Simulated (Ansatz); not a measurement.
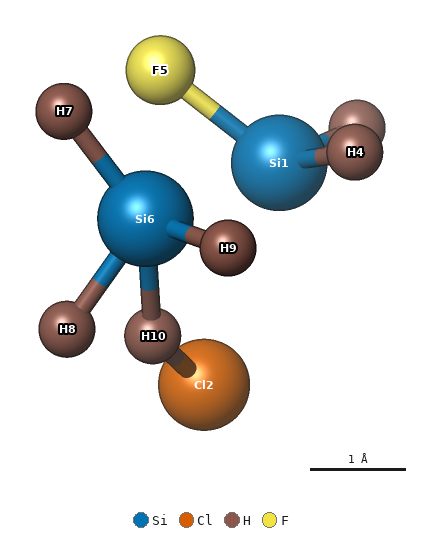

*The input geometry (ball-and-stick view, seen at a tilt; atoms are numbered from 1 in the order of the input).*

Bond lengths as drawn: Cl–H 1.48 Å, F–Si 1.59 Å and H–Si 1.46 to 1.58 Å.

# Si$_{2}$H$_{6}$ClF: geometry relaxation (part 1 of 2)

The run: geometry relaxation of Si$_{2}$H$_{6}$ClF. Method and program: RKS LDA/def2-SVP (Ansatz 0.2.0).

The input holds or restrains some coordinates. Forces given for the steps count only the free coordinates. It belongs to a series of runs on one base structure; here: pulled along the bonds that form and break, towards end B. Figures and captions count atoms from 1; the log counts them from 0 in places.

## Input
```yaml
crystal:
  periodic: [false, false, false]
  atoms:
    - { symbol: Si, position_ang: [0.0, 0.0, 0.0] }
    - { symbol: Cl, position_ang: [0.0, 0.0, 2.48] }
    - { symbol: H, position_ang: [1.3768, 0.0, -0.4862] }
    - { symbol: H, position_ang: [-0.6877, 1.1914, -0.4862] }
    - { symbol: F, position_ang: [-0.7489, -1.2974, -0.5295] }
    - { symbol: Si, position_ang: [-2.3914, 0.0, 0.7946] }
    - { symbol: H, position_ang: [-3.1794, -0.9102, -0.0313] }
    - { symbol: H, position_ang: [-2.4426, -0.4389, 2.1861] }
    - { symbol: H, position_ang: [-2.9397, 1.3491, 0.69] }
    - { symbol: H, position_ang: [-1.4147, 0.0, 2.0335] }
basis:
  gaussian: { orbitals: def2-SVP }
hamiltonian:
  xc: lda
relax:
  f_tol: 0.15
  max_steps: 25
  restrain:
    - { distance: [0, 5], at: 2.22, k: 30.0 }
    - { distance: [9, 1], at: 1.37, k: 30.0 }
    - { distance: [0, 1], at: 3.33, k: 30.0 }
    - { distance: [9, 5], at: 2.66, k: 30.0 }
```

Launch command:
```bash
ansatz run input.yaml --threads 2 --pin off --max-ram 3072MiB --backend cpu --events-out ev --progress --plain --runs-dir out
```

## Output
```
The last accepted step is kept in [file] (removed where the run ends without a failure and the disk answers)
Engine: ansatz 0.2.0, aarch64-unknown-linux-gnu
Functional definition: SPW92
  exchange = slater_x
  correlation = pw_c
1083 factors; their error is unknown
mean field evaluation 1: about -30953.2103 eV, gradient 3.3e1 eV
mean field evaluation 2: about -30940.9802 eV, gradient 7.4e1 eV
mean field evaluation 4: about -30955.9019 eV, gradient 6.1e0 eV
mean field evaluation 8: about -30956.0277 eV, gradient 2.2e-1 eV
mean field evaluation 16: about -30955.9447 eV, gradient 1.7e-4 eV
mean field -30955.94472082 eV, -1137.6099857973 hartree, gradient 7.0e-5 eV, S^2 0.000000; 0 other end points of the search recorded, 0 dependent functions left out
the calculation of the forces begins
reference -30955.94475291 eV, -1137.6099869765 hartree; 30, 30 occupied and 68, 68 virtual orbitals, 1083 factors
relax step   1: F+E_penalty+E_count = -30955.94472082 eV  Δ(F+E_penalty+E_count) = +0.000e0 eV  max|allowed force component| = 3.136e0 eV/Å  E_restraint = 29.95421223 eV  max|allowed force component, restraints' pulls added| = 3.095e1 eV/Å  Δτ_max = 0.0000 Å  (28 SCF iters, accepted)
  distance Si 0 - Si 5 = 2.5200 Å
  distance H 9 - Cl 1 = 1.4835 Å
  distance Si 0 - Cl 1 = 2.4800 Å
  distance H 9 - Si 5 = 1.5776 Å
these checks for a lower state are left out or cut short: starts, cluster_reference, orbital_swaps, neighbouring_geometries, increment
1083 factors; their error is unknown
mean field -30956.50789048 eV, -1137.6306819005 hartree, gradient 9.7e-6 eV, S^2 0.000000; 0 other end points of the search recorded, 0 dependent functions left out
[... from here on the field's lines of each further geometry are left out, up to the last ...]
relax step   2: F+E_penalty+E_count = -30956.50789048 eV  Δ(F+E_penalty+E_count) = -5.632e-1 eV  max|allowed force component| = 3.129e0 eV/Å  E_restraint = 14.10490899 eV  max|allowed force component, restraints' pulls added| = 1.893e1 eV/Å  Δτ_max = 0.1947 Å  (34 SCF iters, accepted)
relax step   3: F+E_penalty+E_count = -30956.54227072 eV  Δ(F+E_penalty+E_count) = -3.438e-2 eV  max|allowed force component| = 4.283e0 eV/Å  E_restraint = 5.07730917 eV  max|allowed force component, restraints' pulls added| = 1.097e1 eV/Å  Δτ_max = 0.1947 Å  (33 SCF iters, accepted)
relax step   4: F+E_penalty+E_count = -30956.96149612 eV  Δ(F+E_penalty+E_count) = -4.192e-1 eV  max|allowed force component| = 4.634e0 eV/Å  E_restraint = 1.02655256 eV  max|allowed force component, restraints' pulls added| = 4.731e0 eV/Å  Δτ_max = 0.1945 Å  (29 SCF iters, accepted)
relax step   5: F+E_penalty+E_count = -30958.02441579 eV  Δ(F+E_penalty+E_count) = -1.063e0 eV  max|allowed force component| = 3.391e0 eV/Å  E_restraint = 0.09522577 eV  max|allowed force component, restraints' pulls added| = 1.821e0 eV/Å  Δτ_max = 0.1910 Å  (33 SCF iters, accepted)
relax step   6: F+E_penalty+E_count = -30958.78693861 eV  Δ(F+E_penalty+E_count) = -7.625e-1 eV  max|allowed force component| = 1.458e0 eV/Å  E_restraint = 0.04143922 eV  max|allowed force component, restraints' pulls added| = 7.471e-1 eV/Å  Δτ_max = 0.1943 Å  (32 SCF iters, accepted)
relax step   7: F+E_penalty+E_count = -30959.07726661 eV  Δ(F+E_penalty+E_count) = -2.903e-1 eV  max|allowed force component| = 1.419e0 eV/Å  E_restraint = 0.02523402 eV  max|allowed force component, restraints' pulls added| = 7.932e-1 eV/Å  Δτ_max = 0.1998 Å  (28 SCF iters, accepted)
relax step   8: F+E_penalty+E_count = -30959.30825337 eV  Δ(F+E_penalty+E_count) = -2.310e-1 eV  max|allowed force component| = 1.134e0 eV/Å  E_restraint = 0.02775910 eV  max|allowed force component, restraints' pulls added| = 7.735e-1 eV/Å  Δτ_max = 0.1960 Å  (27 SCF iters, accepted)
relax step   9: F+E_penalty+E_count = -30959.42465277 eV  Δ(F+E_penalty+E_count) = -1.164e-1 eV  max|allowed force component| = 1.022e0 eV/Å  E_restraint = 0.02980365 eV  max|allowed force component, restraints' pulls added| = 2.758e-1 eV/Å  Δτ_max = 0.1999 Å  (27 SCF iters, accepted)
relax step  10: F+E_penalty+E_count = -30959.45490627 eV  Δ(F+E_penalty+E_count) = -3.025e-2 eV  max|allowed force component| = 9.139e-1 eV/Å  E_restraint = 0.02541704 eV  max|allowed force component, restraints' pulls added| = 3.938e-1 eV/Å  Δτ_max = 0.1545 Å  (26 SCF iters, accepted)
relax step  11: F+E_penalty+E_count = -30959.49627677 eV  Δ(F+E_penalty+E_count) = -4.137e-2 eV  max|allowed force component| = 1.158e0 eV/Å  E_restraint = 0.02688286 eV  max|allowed force component, restraints' pulls added| = 5.674e-1 eV/Å  Δτ_max = 0.1983 Å  (26 SCF iters, accepted)
relax step  12: F+E_penalty+E_count = -30959.52269836 eV  Δ(F+E_penalty+E_count) = -2.642e-2 eV  max|allowed force component| = 1.072e0 eV/Å  E_restraint = 0.02177442 eV  max|allowed force component, restraints' pulls added| = 4.373e-1 eV/Å  Δτ_max = 0.1937 Å  (27 SCF iters, accepted)
relax step  13: F+E_penalty+E_count = -30959.55548493 eV  Δ(F+E_penalty+E_count) = -3.279e-2 eV  max|allowed force component| = 9.542e-1 eV/Å  E_restraint = 0.02111842 eV  max|allowed force component, restraints' pulls added| = 5.183e-1 eV/Å  Δτ_max = 0.1932 Å  (27 SCF iters, accepted)
relax step  14: F+E_penalty+E_count = -30959.58871719 eV  Δ(F+E_penalty+E_count) = -3.323e-2 eV  max|allowed force component| = 1.014e0 eV/Å  E_restraint = 0.02938611 eV  max|allowed force component, restraints' pulls added| = 4.360e-1 eV/Å  Δτ_max = 0.1977 Å  (27 SCF iters, accepted)
relax step  15: F+E_penalty+E_count = -30959.63006647 eV  Δ(F+E_penalty+E_count) = -4.135e-2 eV  max|allowed force component| = 9.644e-1 eV/Å  E_restraint = 0.02818322 eV  max|allowed force component, restraints' pulls added| = 8.015e-2 eV/Å  Δτ_max = 0.1997 Å  (26 SCF iters, accepted)
relax step  16: F+E_penalty+E_count = -30959.64424527 eV  Δ(F+E_penalty+E_count) = -1.418e-2 eV  max|allowed force component| = 1.064e0 eV/Å  E_restraint = 0.02871804 eV  max|allowed force component, restraints' pulls added| = 2.964e-1 eV/Å  Δτ_max = 0.1962 Å  (26 SCF iters, accepted)
relax step  17: F+E_penalty+E_count = -30959.65367155 eV  Δ(F+E_penalty+E_count) = -9.426e-3 eV  max|allowed force component| = 1.095e0 eV/Å  E_restraint = 0.02906395 eV  max|allowed force component, restraints' pulls added| = 3.856e-1 eV/Å  Δτ_max = 0.1525 Å  (27 SCF iters, accepted)
the calculation of the forces begins
reference -30959.67030765 eV, -1137.7468985880 hartree; 30, 30 occupied and 68, 68 virtual orbitals, 1083 factors
relax step  18: F+E_penalty+E_count = -30959.67027362 eV  Δ(F+E_penalty+E_count) = -1.660e-2 eV  max|allowed force component| = 9.187e-1 eV/Å  E_restraint = 0.03032707 eV  max|allowed force component, restraints' pulls added| = 6.929e-2 eV/Å  Δτ_max = 0.0995 Å  (26 SCF iters, accepted)
```

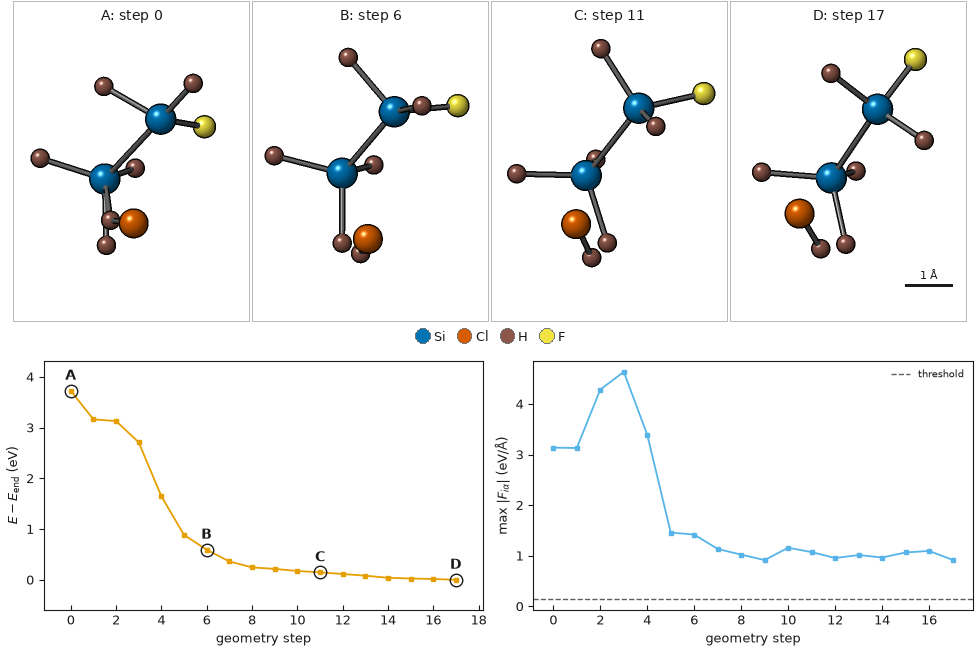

*Frames of the restrained relaxation (ball-and-stick view, seen at a tilt) above the curves, on which the letters mark them (the first geometry is step 0 here and step 1 in the log).*

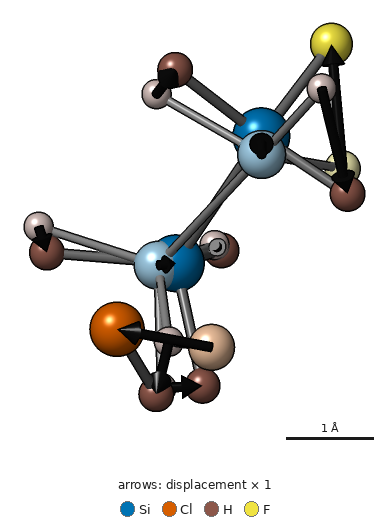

*Start (faint) and end (solid) with the displacements as black arrows, at true length (ball-and-stick view, seen at a tilt). The two geometries are laid on each other by the best rigid fit.*

F5 moves most after the best rigid fit: 1.46 Å. By element the largest moves are F 1.46 Å, H 1.42 Å, Cl 1.18 Å, Si 0.57 Å. Among the contacts that change: Si6–H10 1.578 → 2.659 Å, Si1–Si6 2.520 → 2.257 Å, Cl2–H10 1.483 → 1.344 Å, Si6–H8 1.460 → 1.520 Å. Bonds break: Si6–H10 (1.58 → 2.66 Å). Among the angles that change: H3–Si1–Si6 178.9° → 111.7°, H4–Si1–Si6 70.0° → 112.1°, F5–Si1–Si6 70.0° → 107.3°. After 17 geometry steps the energy has fallen by 3.726 eV. The largest force component goes from 3.1 to 0.92 eV/Å. (Atoms are counted from 1 in the order of the input.)

```
  distance Si 0 - Si 5 = 2.2566 Å
  distance H 9 - Cl 1 = 1.3443 Å
  distance Si 0 - Cl 1 = 3.3259 Å
  distance H 9 - Si 5 = 2.6589 Å
1083 factors; their error is unknown
mean field -30959.67027362 eV, -1137.7468973372 hartree, gradient 1.7e-5 eV, S^2 0.000000; 1 other end points of the search recorded, 0 dependent functions left out
the calculation of the forces begins
reference -30959.67030765 eV, -1137.7468985880 hartree; 30, 30 occupied and 68, 68 virtual orbitals, 1083 factors
Total energy: -30959.67030765 eV, -1137.7468985880 hartree
Atom 0 at    -0.437733    -0.169241    -0.391333 Å, force     0.918719     0.028633    -0.428847 eV/Å
Atom 1 at     0.002074     1.156844     2.626917 Å, force    -0.548241    -0.611777     0.047689 eV/Å
Atom 2 at     0.582864    -1.022161     0.311606 Å, force    -0.003317    -0.007225     0.011278 eV/Å
Atom 3 at     0.100636     1.216493    -0.611595 Å, force     0.005373     0.006311     0.016106 eV/Å
Atom 4 at    -0.705124    -0.835451    -1.857448 Å, force    -0.001763     0.018450     0.022791 eV/Å
Atom 5 at    -2.408361    -0.148947     0.708027 Å, force    -0.888633    -0.016249     0.493301 eV/Å
Atom 6 at    -3.430493    -0.991020    -0.012942 Å, force     0.003048    -0.006994     0.016077 eV/Å
Atom 7 at    -2.246332    -0.754111     2.093014 Å, force     0.004642    -0.017254     0.021618 eV/Å
Atom 8 at    -2.967891     1.232281     0.904654 Å, force    -0.011518     0.035611    -0.000099 eV/Å
Atom 9 at    -0.917240     0.209313     2.880100 Å, force     0.521690     0.570493    -0.199913 eV/Å
Dipole moment:    -0.118968    -0.008896     0.337720 e Å
```

## Trajectory as extended XYZ (Å, eV, eV/Å), 18 frames, from step=1 to step=18
```
10
Properties=species:S:1:pos:R:3:forces:R:3 step=1 energy=-30955.94472
Si    0.0000    0.0000    0.0000   -2.4166   1.4485   1.7918
Cl    0.0000    0.0000    2.4800    3.1365   0.4087   0.8132
H     1.3768    0.0000   -0.4862    0.9188  -0.4395   0.3879
H    -0.6877    1.1914   -0.4862    0.7058   1.2309  -0.8067
F    -0.7489   -1.2974   -0.5295    0.7387  -2.6795  -1.8574
Si   -2.3914    0.0000    0.7946   -1.1376   0.7459  -2.6138
H    -3.1794   -0.9102   -0.0313   -0.5769  -0.6306  -0.1249
H    -2.4426   -0.4389    2.1861   -1.4906  -0.5199   1.5927
H    -2.9397    1.3491    0.6900   -0.6666   0.8312   0.3181
H    -1.4147    0.0000    2.0335    0.7884  -0.3957   0.4991
10
Properties=species:S:1:pos:R:3:forces:R:3 step=2 energy=-30956.50789
Si   -0.0733    0.0151   -0.1075   -0.8620   0.8260   2.2011
Cl    0.0380    0.0044    2.6587    1.0224   0.3624   0.3339
H     1.3773   -0.0046   -0.4806    0.0953  -0.2489   0.5441
H    -0.6914    1.2154   -0.5046    0.3147   2.2033  -1.8218
F    -0.7508   -1.3370   -0.5587    0.3318  -3.1287  -2.3468
Si   -2.4295    0.0059    0.6471    1.6096   0.8397   2.1338
H    -3.1981   -0.9280   -0.0472   -1.4730  -1.4597  -1.0817
H    -2.4552   -0.4340    2.1685   -0.7205   0.0643  -0.4259
H    -2.9502    1.3617    0.6887   -0.6946   0.9265   0.0177
H    -1.2945   -0.0049    2.1866    0.3763  -0.3849   0.4456
10
Properties=species:S:1:pos:R:3:forces:R:3 step=3 energy=-30956.54227
Si   -0.1486    0.0217   -0.1965    0.6098   0.3729   2.4270
Cl    0.0637    0.0071    2.8036    1.0444   0.2732   0.2268
H     1.3683   -0.0057   -0.4711   -0.6565  -0.1645   0.6065
H    -0.6909    1.2503   -0.5387    0.1207   2.7353  -2.2973
F    -0.7504   -1.3798   -0.5940    0.2263  -3.1888  -2.4477
Si   -2.4339    0.0185    0.5237    1.9186   0.9065   4.2831
H    -3.2210   -0.9500   -0.0658   -1.7274  -1.6916  -1.3195
H    -2.4573   -0.4288    2.1473   -0.4065   0.2714  -1.3514
H    -2.9582    1.3730    0.6863   -0.6256   0.7800  -0.1936
H    -1.1995   -0.0123    2.3563   -0.5038  -0.2944   0.0661
```
